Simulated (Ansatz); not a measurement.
W (Im-3m, No. 229): the input geometry of an electronic-structure calculation (not necessarily at equilibrium).

```yaml
crystal:
  lattice:
    - [3.22005, 0.00000, 0.00000]
    - [0.00000, 3.22005, 0.00000]
    - [0.00000, 0.00000, 3.22005]
  atoms:
    - { symbol: W, position: [0.00000, 0.00000, 0.00000] }
    - { symbol: W, position: [0.50000, 0.50000, 0.50000] }
```

Q: What will a dark-field STEM-like image along [221] show? Simulation: incoherent imaging, intensity Z^1.7 per atom, probe width 0.54 Å, thin sample. The probe carries 15 % of its weight in a tail 2.5 times as wide. The display is stretched by a gamma of 0.65; percentages refer to the linear signal. Shot noise and a slight drift were added.

A: The columns repeat on a rectangular net of 0.76 × 2.28 Å (plane group p2mm). All columns are alike (W). The shortest distance between visible columns is 0.76 Å in projection. Along the beam the structure repeats every 9.66 Å.

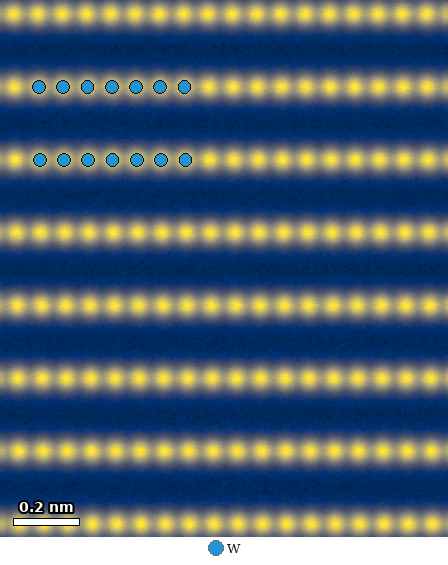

The simulated image, with the columns of the model marked in one corner.
